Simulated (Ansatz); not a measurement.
# Gap against volume in amorphous polypropylene (as short chains C8H18), from a frame at 300 K, (78 atoms)

Density of this cell: 0.892 g/cm³. The cell holds 78 atoms: 24 C and 54 H. Its edges and angles: a = 8.599 Å, b = 9.829 Å, c = 7.723 Å, α = 90.1°, β = 89.1°, γ = 77.8°. The starting structure: 3 polypropylene chains of 2 units with methyl end groups placed at random, at 0.817 g/cm³; overlaps pushed apart, then 20 ps at 800 K with MMFF94 bonds, angles, torsions, charges and radii (Halgren, J. Comput. Chem. 17, 490 (1996)) in harmonic and 12-6 forms. Snapshot after 30 ps at 300 K and fixed volume.

Calculated with Ansatz 0.2.0: Kohn-Sham DFT, r2SCAN+D3(BJ), PAW (set soft_2), plane waves; cutoff 500 eV, Γ point, fermi-dirac smearing of 0.025 eV. The relaxed cell was scaled evenly and the atoms were relaxed at each volume. The gap is that between the highest filled and the lowest empty Kohn-Sham level on the run's k-points.

| volume (Å³/atom) | gap (eV) |
| --- | --- |
| 7.3598 | 7.020 |
| 7.6869 | 6.952 |
| 7.9323 | 6.902 |
| 8.1776 | 6.864 |
| 8.4229 | ? |
| 8.6682 | 6.795 |

**Question.** Fit a straight line in ln V to the rows given and interpolate to the withheld row.

**Working.**

A volume deformation potential makes the spacing linear in u = ln(V/V0), with V0 = 8.1776 Å³ the relaxed volume; v is the spacing.

```
u = ln(V/V0)  v (eV)
   -0.105362  7.0198
  -0.0618754   6.952
  -0.0304588  6.9021
           0  6.8643
   0.0582681  6.7954
```

With n = 5: mean u = -0.0278856, mean v = 6.90672, Σ(u − ū)² = 0.015365, Σ(u − ū)(v − v̄) = -0.021062. Slope b = -0.021062 / 0.015365 = -1.3708; intercept a = v̄ − b ū = 6.8685.

At the withheld volume u = 0.02956, and v = a + b u.

Prediction at 8.4229: 6.828 eV. The run gave 6.830 eV, so the fit is low by 0.0024 eV (0.035 % of the value).

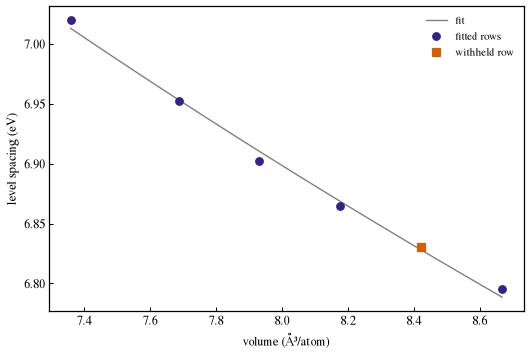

The fit, the rows that it rests on and the withheld row.

The slope, -1.37 eV, says that the spacing narrows on expansion. Among the rows given, the largest miss of the fit is at 7.9323, by 0.0081 eV (3.6 % of the range of the table).

Limits: The table spans 16 % in volume, wide for a linear law. Semilocal functionals tend to put gaps under measured ones. Only the Γ point is sampled. Defect or tail levels can set the spacing of a disordered cell.

[Logs are printed without paths, hosts, clocks, repeated set-up lines and the standing remarks that a program may print on its own settings, such as how far it seeks lower states.]

[Hosts, paths, dates, database ids (printed as entryN), source tags and the programs' standing remarks are cut or masked in the printed files.]

[The MMFF94 radii named for the starting cell were scaled by 0.96; in molecules described by MMFF94, hydrogen bound to N, O or S took a small fixed 12-6 site in their place.]
